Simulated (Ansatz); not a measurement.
**Single-point calculation, with input and output: SiNH7**

The run: single-point calculation of SiNH7, SMILES N.[SiH4]. Method and program: RKS PBE0-D4/def2-TZVPPD (Ansatz 0.2.0).

The geometry is a complex of two molecules. The geometry comes from this level: PBE0-D4/def2-TZVP.

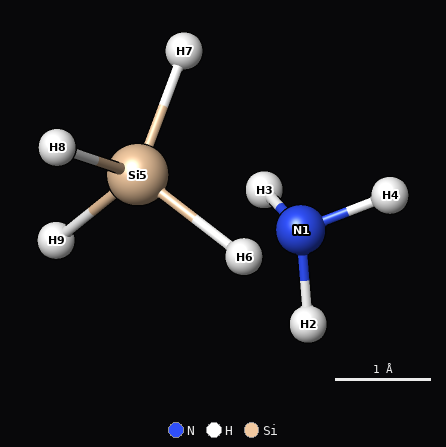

**Figure 1.** The structure as given in the input (ball-and-stick view, seen at a tilt; atoms are numbered from 1 in the order of the input).

## The input
```yaml
crystal:
  periodic: [false, false, false]
  atoms:
    - {symbol: N, position_ang: [-0.023699, 0.232100, -1.557935]}
    - {symbol: H, position_ang: [-0.685185, -0.383351, -2.015274]}
    - {symbol: H, position_ang: [-0.286665, 1.182502, -1.788324]}
    - {symbol: H, position_ang: [0.884131, 0.061143, -1.972800]}
    - {symbol: Si, position_ang: [0.021736, -0.213185, 1.431448]}
    - {symbol: H, position_ang: [0.354730, -1.507971, 0.790282]}
    - {symbol: H, position_ang: [1.036048, 0.824685, 1.127366]}
    - {symbol: H, position_ang: [0.044268, -0.433342, 2.909084]}
    - {symbol: H, position_ang: [-1.345464, 0.237421, 1.076254]}
basis:
  gaussian: {orbitals: "def2-TZVPPD.json"}
hamiltonian: {xc: pbe0, dispersion: d4}
output: {orbitals: {seedname: orbitals}}
```

Hardware: 2 CPU threads, shared host.

Launch command:
```bash
ansatz run in.yaml --threads 2 --pin off --events-out ev --progress --plain --max-ram 5222MiB
```

## Output
```
Functional definition: PBE0
  name "PBE0"
  cite "Adamo & Barone, J. Chem. Phys. 110, 6158 (1999) doi:10.1063/1.478522"
  cite "Perdew, Burke & Ernzerhof, Phys. Rev. Lett. 77, 3865 (1996) doi:10.1103/PhysRevLett.77.3865"
  parent pbe
  parameter a = 0.25
  parameter kappa = 0.804
  parameter beta = 0.06672455060314922
  exchange = (1 - a)*pbe_x(kappa = kappa, mu = beta*pi^2/3) + a*exact_x
  correlation = pbe_c(beta = beta)
914 factors; their error is unknown
mean field evaluation 1: about -9471.6994 eV, gradient 5.4e1 eV
mean field evaluation 2: about -9465.8981 eV, gradient 7.1e1 eV
mean field evaluation 4: about -9477.0647 eV, gradient 1.1e0 eV
mean field evaluation 8: about -9477.0833 eV, gradient 3.4e-1 eV
mean field -9477.08342875 eV, -348.2763922085 hartree, gradient 6.1e-5 eV, S^2 0.000000; 0 other end points of the search recorded, 0 dependent functions left out
reference -9477.08346223 eV, -348.2763934392 hartree; 14, 14 occupied and 190, 190 virtual orbitals, 914 factors
Total energy: -9477.16682010 eV, -348.2794567841 hartree
```

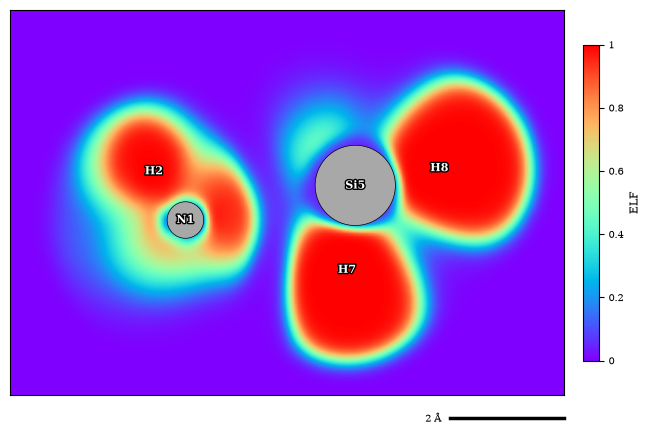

**Figure 2.** Electron localisation function on the plane of atoms H7, Si5 and H8. Grey discs, where drawn, cover atomic cores. The section cuts through N, H and Si sites. Si5···N1 (3.02 Å): the ELF is only about 0.10 between them. N–H (1.01 Å): the ELF climbs to about 1 towards the hydrogen, as it does in any bond to H (a covalent bond by its length). Si–H (1.48 Å): the ELF climbs to about 1 towards the hydrogen.

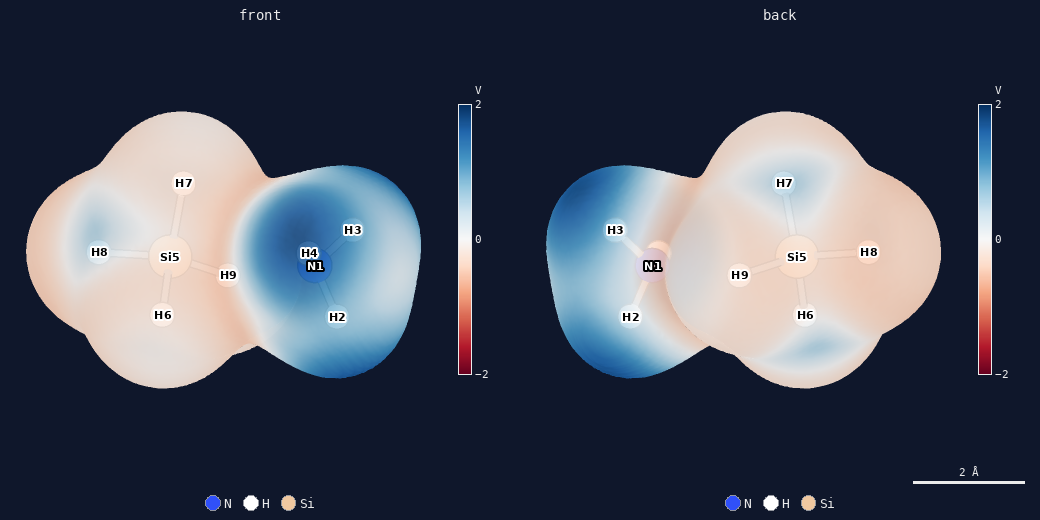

**Figure 3.** The electrostatic potential painted on the density surface at 0.002 e/bohr³, seen at a tilt and from behind; red is negative and blue positive. A positive charge is drawn to the negative regions and a negative charge to the positive ones.

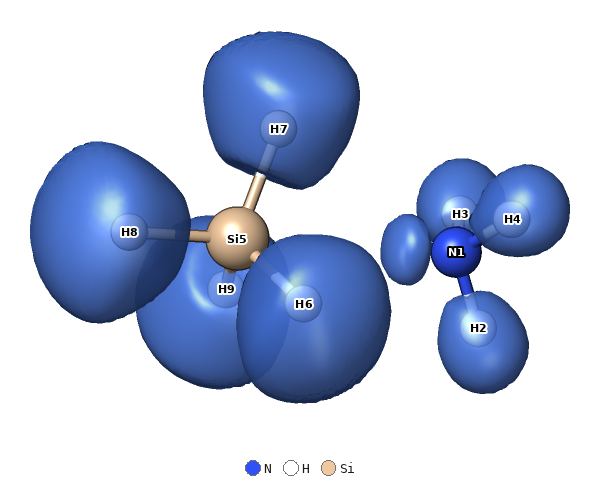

**Figure 4.** Isosurface of the electron localisation function at 0.9 (blue), seen at a tilt. Only the valence region is drawn (cores and ρ < 0.01 e/Å³ removed). Profiles from the grid: Si5···N1 (3.02 Å): the ELF is only about 0.10 between them. N–H (1.01 Å): the ELF climbs to about 1 towards the hydrogen; a covalent bond by its length.

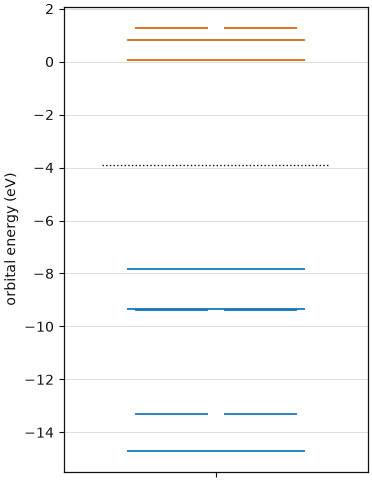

**Figure 5.** Orbital energies near the frontier; the dotted line parts filled from empty levels, and levels within 0.02 eV of each other stand side by side. Highest filled −7.82 eV, lowest empty 0.05 eV, 7.87 eV apart.

## Summary

| quantity | value |
| --- | --- |
| outcome | converged |
| total energy | −9477.1668 eV |
| mean-field energy | −9477.0835 eV |
| dispersion energy | −0.0834 eV |
| SCF solution under orbital rotations | stable |
| HOMO | −7.82 eV |
| LUMO | 0.05 eV |
| wall time | 1.2 s (CPU time 2.2 s) |
| peak memory | 0.39 GiB |
